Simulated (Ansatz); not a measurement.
# Geometry relaxation, with input and output: CH5OSi

System: CH5OSi, multiplicity 2, SMILES OC[SiH2].
Method: UKS B3LYP/def2-SVP (Ansatz 0.2.0).

It belongs to a series of runs on one base structure; here: end point A relaxed. Figures and captions count atoms from 1; the log counts them from 0 in places.

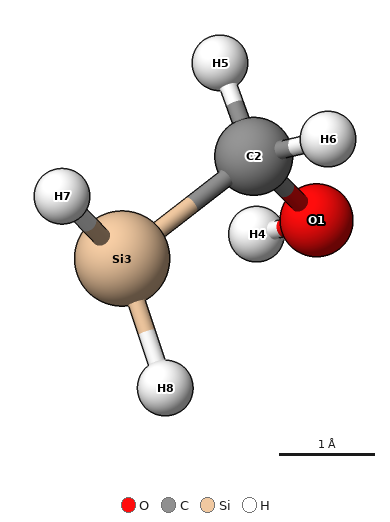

**Figure 1.** The starting structure (ball-and-stick view, seen at a tilt; atoms are numbered from 1 in the order of the input). Bond lengths as drawn: C–H 1.09 to 1.10 Å, C–O 1.42 Å, C–Si 1.91 Å, H–O 0.96 Å and H–Si 1.46 Å.

Summary

```tsv
quantity	value
outcome	converged
total energy	−11036.8401 eV
mean-field energy	−11036.8401 eV
⟨S²⟩	0.752
largest force (length of the vector) at the end	0.013 eV/Å
hardware	1 thread of Arm Neoverse V1, 24 GiB of memory available, shared host
wall time	25 s
peak memory	0.17 GiB
```

The input
```yaml
crystal:
  periodic: [false, false, false]
  atoms:
    - { symbol: O, position_ang: [-0.74209, 1.00074, -1.03698] }
    - { symbol: C, position_ang: [-0.29245, 0.57025, 0.24116] }
    - { symbol: Si, position_ang: [0.55947, -1.13754, 0.14677] }
    - { symbol: H, position_ang: [-1.42, 0.39111, -1.34572] }
    - { symbol: H, position_ang: [-1.11702, 0.59787, 0.96514] }
    - { symbol: H, position_ang: [0.42856, 1.3311, 0.55377] }
    - { symbol: H, position_ang: [1.08688, -1.55153, 1.44048] }
    - { symbol: H, position_ang: [1.49666, -1.202, -0.96462] }
magnetization:
  spin_polarized: true
  initial_magnetization: 1
basis:
  gaussian: { orbitals: def2-SVP }
hamiltonian:
  xc: b3lyp
relax:
  f_tol: 0.015
  max_steps: 40
output:
  orbitals: {}
```

Run as:
```bash
ansatz run input.yaml --threads 1 --pin off --max-ram 2048MiB --backend cpu --events-out ev --progress --plain --runs-dir out
```

The program's output
```
The last accepted step is kept in [file] (removed where the run ends without a failure and the disk answers)
Engine: ansatz 0.2.0, aarch64-unknown-linux-gnu
Functional definition: B3LYP
  parameter a0 = 0.2
  parameter ax = 0.72
  parameter ac = 0.81
  exchange = (1 - a0 - ax)*slater_x + ax*b88_x + a0*exact_x
  correlation = (1 - ac)*vwn_rpa_c + ac*lyp_c
751 factors; integrals over basis functions are off by at most 4.0e-4 eV
mean field evaluation 1: about -11032.2251 eV, gradient 3.3e1 eV
mean field evaluation 2: about -11012.2923 eV, gradient 6.7e1 eV
mean field evaluation 4: about -11036.6378 eV, gradient 4.5e0 eV
mean field evaluation 8: about -11036.7759 eV, gradient 2.6e-1 eV
mean field evaluation 16: about -11036.7764 eV, gradient 1.1e-4 eV
mean field -11036.77644147 eV, -405.5940532282 hartree, gradient 2.0e-5 eV, S^2 0.751692; 0 other end points of the search recorded, 0 dependent functions left out
the calculation of the forces begins
reference -11036.77665399 eV, -405.5940610384 hartree; 17, 16 occupied and 54, 55 virtual orbitals, 751 factors
relax step   1: F+E_penalty+E_count = -11036.77644147 eV  Δ(F+E_penalty+E_count) = +0.000e0 eV  max|allowed force component| = 9.794e-1 eV/Å  Δτ_max = 0.0000 Å  (28 SCF iters, accepted)
these checks for a lower state are left out or cut short: starts, cluster_reference, orbital_swaps, neighbouring_geometries, increment
751 factors; integrals over basis functions are off by at most 3.9e-4 eV
mean field -11036.83086896 eV, -405.5960534016 hartree, gradient 4.6e-5 eV, S^2 0.751546; 0 other end points of the search recorded, 0 dependent functions left out
the calculation of the forces begins
reference -11036.83108256 eV, -405.5960612512 hartree; 17, 16 occupied and 54, 55 virtual orbitals, 751 factors
relax step   2: F+E_penalty+E_count = -11036.83086896 eV  Δ(F+E_penalty+E_count) = -5.443e-2 eV  max|allowed force component| = 2.349e-1 eV/Å  Δτ_max = 0.0579 Å  (26 SCF iters, accepted)
these checks for a lower state are left out or cut short: starts, cluster_reference, orbital_swaps, neighbouring_geometries, increment
751 factors; integrals over basis functions are off by at most 3.9e-4 eV
mean field -11036.83739189 eV, -405.5962931150 hartree, gradient 2.1e-5 eV, S^2 0.751501; 0 other end points of the search recorded, 0 dependent functions left out
the calculation of the forces begins
reference -11036.83760617 eV, -405.5963009895 hartree; 17, 16 occupied and 54, 55 virtual orbitals, 751 factors
relax step   3: F+E_penalty+E_count = -11036.83739189 eV  Δ(F+E_penalty+E_count) = -6.523e-3 eV  max|allowed force component| = 1.195e-1 eV/Å  Δτ_max = 0.0424 Å  (27 SCF iters, accepted)
these checks for a lower state are left out or cut short: starts, cluster_reference, orbital_swaps, neighbouring_geometries, increment
751 factors; integrals over basis functions are off by at most 3.9e-4 eV
mean field evaluation 32: about -11036.8385 eV, gradient 2.2e-5 eV
mean field -11036.83846509 eV, -405.5963325543 hartree, gradient 2.7e-5 eV, S^2 0.751513; 0 other end points of the search recorded, 0 dependent functions left out
the calculation of the forces begins
reference -11036.83867893 eV, -405.5963404128 hartree; 17, 16 occupied and 54, 55 virtual orbitals, 751 factors
relax step   4: F+E_penalty+E_count = -11036.83846509 eV  Δ(F+E_penalty+E_count) = -1.073e-3 eV  max|allowed force component| = 1.287e-1 eV/Å  Δτ_max = 0.0517 Å  (26 SCF iters, accepted)
these checks for a lower state are left out or cut short: starts, cluster_reference, orbital_swaps, neighbouring_geometries, increment
751 factors; integrals over basis functions are off by at most 3.9e-4 eV
mean field -11036.83960643 eV, -405.5963744979 hartree, gradient 1.9e-5 eV, S^2 0.751514; 0 other end points of the search recorded, 0 dependent functions left out
the calculation of the forces begins
reference -11036.83982067 eV, -405.5963823708 hartree; 17, 16 occupied and 54, 55 virtual orbitals, 751 factors
relax step   5: F+E_penalty+E_count = -11036.83960643 eV  Δ(F+E_penalty+E_count) = -1.141e-3 eV  max|allowed force component| = 2.314e-2 eV/Å  Δτ_max = 0.0299 Å  (26 SCF iters, accepted)
these checks for a lower state are left out or cut short: starts, cluster_reference, orbital_swaps, neighbouring_geometries, increment
751 factors; integrals over basis functions are off by at most 3.9e-4 eV
mean field -11036.83987308 eV, -405.5963842970 hartree, gradient 3.0e-5 eV, S^2 0.751520; 0 other end points of the search recorded, 0 dependent functions left out
the calculation of the forces begins
reference -11036.84008749 eV, -405.5963921765 hartree; 17, 16 occupied and 54, 55 virtual orbitals, 751 factors
relax step   6: F+E_penalty+E_count = -11036.83987308 eV  Δ(F+E_penalty+E_count) = -2.666e-4 eV  max|allowed force component| = 2.195e-2 eV/Å  Δτ_max = 0.0223 Å  (26 SCF iters, accepted)
these checks for a lower state are left out or cut short: starts, cluster_reference, orbital_swaps, neighbouring_geometries, increment
751 factors; integrals over basis functions are off by at most 3.9e-4 eV
mean field -11036.83991306 eV, -405.5963857662 hartree, gradient 1.1e-5 eV, S^2 0.751513; 0 other end points of the search recorded, 0 dependent functions left out
the calculation of the forces begins
reference -11036.84012751 eV, -405.5963936470 hartree; 17, 16 occupied and 54, 55 virtual orbitals, 751 factors
relax step   7: F+E_penalty+E_count = -11036.83991306 eV  Δ(F+E_penalty+E_count) = -3.998e-5 eV  max|allowed force component| = 1.083e-2 eV/Å  Δτ_max = 0.0046 Å  (24 SCF iters, accepted)
751 factors; integrals over basis functions are off by at most 3.9e-4 eV
mean field evaluation 64: about -11036.8399 eV, gradient 1.9e-3 eV
```

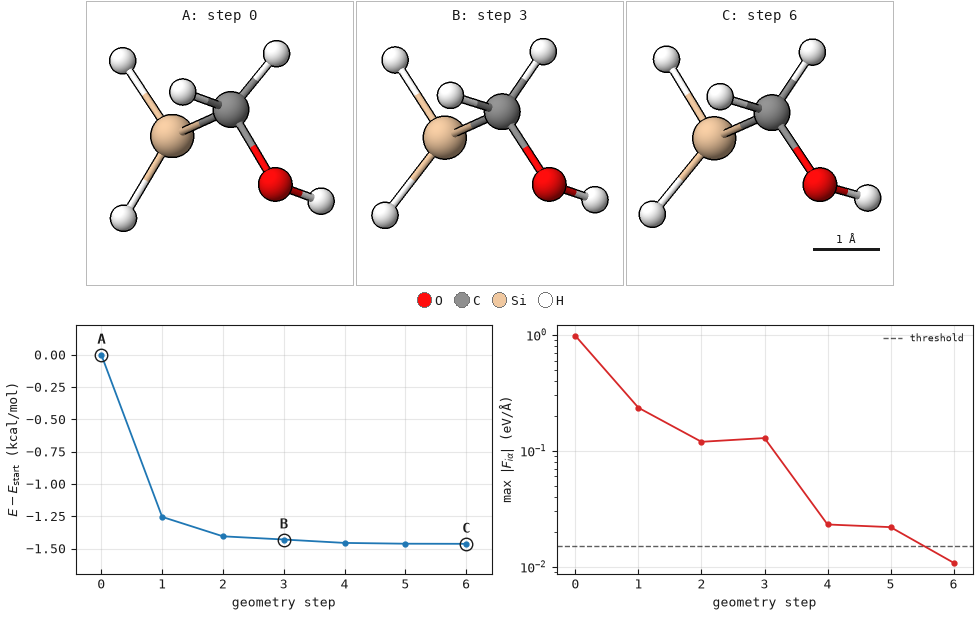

**Figure 2.** Frames of the relaxation (ball-and-stick view, seen at a tilt) above the curves, on which the letters mark them (the first geometry is step 0 here and step 1 in the log).

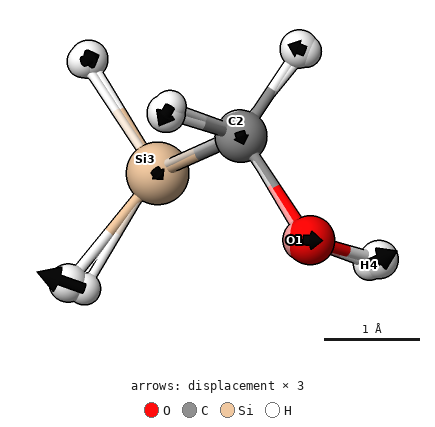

**Figure 3.** Start (faint) and end (solid) with the displacements as black arrows, magnified 3 times (ball-and-stick view, seen at a tilt). The two geometries are laid on each other by the best rigid fit. Over 6 geometry steps the energy falls by 1.46 kcal/mol. The largest force component goes from 0.98 to 0.011 eV/Å. The atom that moves furthest after the best rigid fit is H8 (0.18 Å). Largest moves by element: H 0.18 Å, O 0.07 Å, C 0.05 Å, Si 0.05 Å. Among the contacts that change: Si3–H7 1.457 → 1.498 Å, C2–H5 1.098 → 1.110 Å, C2–H6 1.094 → 1.106 Å, C2–Si3 1.911 → 1.920 Å. Among the angles that change: H7–Si3–H8 115.6° → 110.3°, Si3–C2–H5 113.0° → 110.1°, Si3–C2–H6 110.0° → 107.2°. (Atoms are counted from 1 in the order of the input.)

```
mean field -11036.83991306 eV, -405.5963857662 hartree, gradient 1.1e-5 eV, S^2 0.751513; 1 other end points of the search recorded, 0 dependent functions left out
the calculation of the forces begins
reference -11036.84012751 eV, -405.5963936470 hartree; 17, 16 occupied and 54, 55 virtual orbitals, 751 factors
Total energy: -11036.84012751 eV, -405.5963936470 hartree
Atom 0 at    -0.809533     1.020479    -1.053142 Å, force     0.005959     0.008234    -0.004208 eV/Å
Atom 1 at    -0.299392     0.572927     0.191508 Å, force    -0.010826    -0.007442    -0.003019 eV/Å
Atom 2 at     0.534535    -1.154127     0.109086 Å, force     0.006049     0.009347     0.000611 eV/Å
Atom 3 at    -1.525566     0.428138    -1.317936 Å, force    -0.000311    -0.003610     0.005092 eV/Å
Atom 4 at    -1.058629     0.591967     1.000399 Å, force    -0.000483     0.001787     0.003472 eV/Å
Atom 5 at     0.478574     1.298408     0.492673 Å, force     0.000089    -0.001168    -0.001075 eV/Å
Atom 6 at     1.023718    -1.586743     1.457331 Å, force    -0.000953    -0.002803     0.001201 eV/Å
Atom 7 at     1.656304    -1.171048    -0.879918 Å, force     0.000475    -0.004345    -0.002074 eV/Å
Dipole moment:    -0.180191    -0.133846     0.139994 e Å
```

Trajectory as extended XYZ (Å, eV, eV/Å), 7 frames, from step=1 to step=7
```
8
Properties=species:S:1:pos:R:3:forces:R:3 step=1 energy=-11036.77644
O    -0.7421    1.0007   -1.0370    0.1116   0.1502  -0.2003
C    -0.2924    0.5703    0.2412   -0.1758   0.0301  -0.6009
Si    0.5595   -1.1375    0.1468   -0.9794   0.1650  -0.0072
H    -1.4200    0.3911   -1.3457   -0.1421  -0.1291  -0.0374
H    -1.1170    0.5979    0.9651   -0.0992  -0.1131   0.4360
H     0.4286    1.3311    0.5538    0.2905   0.1592   0.2640
H     1.0869   -1.5515    1.4405    0.4111  -0.2467   0.5705
H     1.4967   -1.2020   -0.9646    0.5833  -0.0155  -0.4247
8
Properties=species:S:1:pos:R:3:forces:R:3 step=2 energy=-11036.83087
O    -0.7621    1.0137   -1.0565    0.0911  -0.0117   0.1178
C    -0.3030    0.5752    0.2190   -0.1481   0.0705  -0.2349
Si    0.5254   -1.1486    0.1489   -0.2028   0.0016  -0.1217
H    -1.4550    0.4117   -1.3560   -0.0381  -0.0379   0.0148
H    -1.1026    0.5952    0.9834   -0.0408   0.0083   0.0914
H     0.4471    1.3145    0.5442    0.0831   0.0263   0.0488
H     1.1084   -1.5710    1.4471    0.0815  -0.0365   0.2124
H     1.5418   -1.1908   -0.9301    0.1741  -0.0206  -0.1287
8
Properties=species:S:1:pos:R:3:forces:R:3 step=3 energy=-11036.83739
O    -0.7729    1.0175   -1.0570    0.0065  -0.0164   0.0941
C    -0.3081    0.5729    0.2114   -0.0500   0.0508  -0.1195
Si    0.5207   -1.1543    0.1313    0.0733  -0.0368   0.0081
H    -1.4774    0.4225   -1.3476    0.0081   0.0117   0.0210
H    -1.0969    0.5968    0.9920    0.0188  -0.0080  -0.0164
H     0.4588    1.2999    0.5370   -0.0005  -0.0159  -0.0088
H     1.0923   -1.5609    1.4568   -0.0251   0.0033  -0.0141
H     1.5835   -1.1945   -0.9238   -0.0311   0.0113   0.0355
8
Properties=species:S:1:pos:R:3:forces:R:3 step=4 energy=-11036.83847
O    -0.8004    1.0196   -1.0481    0.0919   0.0970   0.0249
C    -0.3053    0.5777    0.2043    0.0253   0.0147  -0.0232
Si    0.5245   -1.1493    0.1167   -0.0002  -0.0121   0.0051
H    -1.4819    0.4017   -1.3344   -0.1287  -0.0768  -0.0560
H    -1.0725    0.6064    1.0042   -0.0182  -0.0290   0.0240
H     0.4707    1.3025    0.5101    0.0206   0.0087   0.0022
H     1.0469   -1.5844    1.4495    0.0017  -0.0077   0.0296
H     1.6180   -1.1742   -0.9023    0.0075   0.0052  -0.0066
8
Properties=species:S:1:pos:R:3:forces:R:3 step=5 energy=-11036.83961
O    -0.8068    1.0215   -1.0515   -0.0009  -0.0192   0.0083
C    -0.3017    0.5749    0.1959   -0.0029   0.0087   0.0193
Si    0.5304   -1.1524    0.1140    0.0189  -0.0026  -0.0093
H    -1.5075    0.4153   -1.3271    0.0029   0.0175   0.0038
H    -1.0632    0.5981    1.0032    0.0035  -0.0041  -0.0103
H     0.4778    1.2983    0.4992   -0.0097  -0.0004  -0.0110
H     1.0323   -1.5881    1.4580   -0.0054   0.0119  -0.0231
H     1.6388   -1.1676   -0.8917   -0.0065  -0.0117   0.0224
8
Properties=species:S:1:pos:R:3:forces:R:3 step=6 energy=-11036.83987
O    -0.8073    1.0198   -1.0535    0.0046   0.0131   0.0078
C    -0.3007    0.5730    0.1930    0.0220   0.0014  -0.0176
Si    0.5360   -1.1528    0.1094   -0.0128  -0.0017   0.0025
H    -1.5233    0.4278   -1.3175   -0.0170  -0.0118  -0.0091
H    -1.0612    0.5929    1.0007    0.0018  -0.0027  -0.0007
H     0.4772    1.2987    0.4939   -0.0030  -0.0001   0.0078
H     1.0246   -1.5858    1.4574    0.0067  -0.0037   0.0023
H     1.6548   -1.1737   -0.8834   -0.0023   0.0054   0.0070
8
Properties=species:S:1:pos:R:3:forces:R:3 step=7 energy=-11036.83991
O    -0.8095    1.0205   -1.0531    0.0060   0.0082  -0.0042
C    -0.2994    0.5729    0.1915   -0.0108  -0.0074  -0.0030
Si    0.5345   -1.1541    0.1091    0.0060   0.0093   0.0006
H    -1.5256    0.4281   -1.3179   -0.0003  -0.0036   0.0051
H    -1.0586    0.5920    1.0004   -0.0005   0.0018   0.0035
H     0.4786    1.2984    0.4927    0.0001  -0.0012  -0.0011
H     1.0237   -1.5867    1.4573   -0.0010  -0.0028   0.0012
H     1.6563   -1.1710   -0.8799    0.0005  -0.0043  -0.0021
```

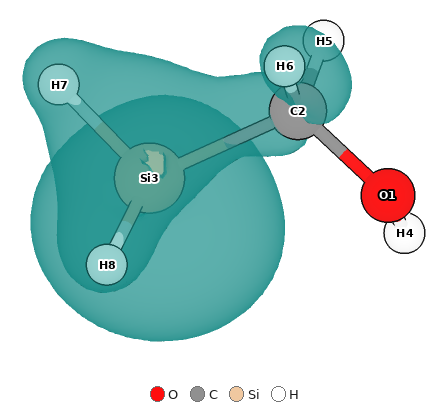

**Figure 4.** Isosurface of the spin density (α minus β) at +0.015 e/Å³ (teal), seen face on. The unpaired spin (1 electron) lies mostly on Si3 (about 0.8), in electrons by Hirshfeld's partition.

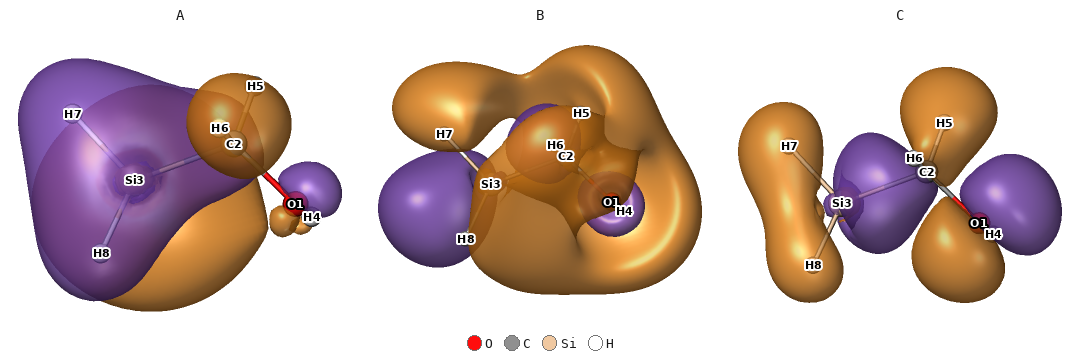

**Figure 5.** Three frontier orbitals at ±0.06 Å⁻³ᐟ² (orange and purple are the two phases). C is the HOMO−1 (α) (−7.16 eV). Its weight (Hirshfeld) is mainly on O1 (55 %), C2 (15 %) and Si3 (15 %). A is the HOMO (α) (−5.81 eV). By Hirshfeld shares it lies mainly on Si3 (75 %) and C2 (10 %). B is the LUMO (α) (0.66 eV). It lies mainly on Si3 (40 %), H4 (15 %), C2 (15 %) and O1 (10 %). The HOMO–LUMO gap is 6.47 eV between the orbital energies.
